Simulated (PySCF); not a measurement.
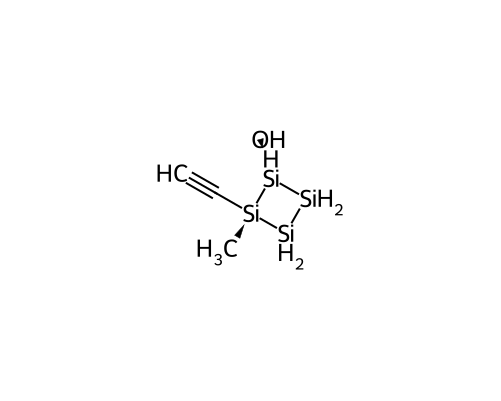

Computed geometry: GFN2-xTB optimisation. No frequency run is at hand to confirm it as a minimum. Method: PBE0/pcSseg-1, gas phase (PySCF 2.14.0).

What does the calculation give?

The species is C3H10OSi4 (`C#C[Si@@]1(C)[SiH2][SiH2][Si@@H]1O`).
- dipole moment: 1.80 D
- HOMO energy (Kohn–Sham orbital): −6.90 eV
- LUMO energy (Kohn–Sham orbital): −1.67 eV
- HOMO–LUMO gap: 5.23 eV

The geometry is semi-empirical. Around Si such bond lengths and angles can be off by a tenth of an ångström or more and by several degrees, and values that hang on the shape move with them.
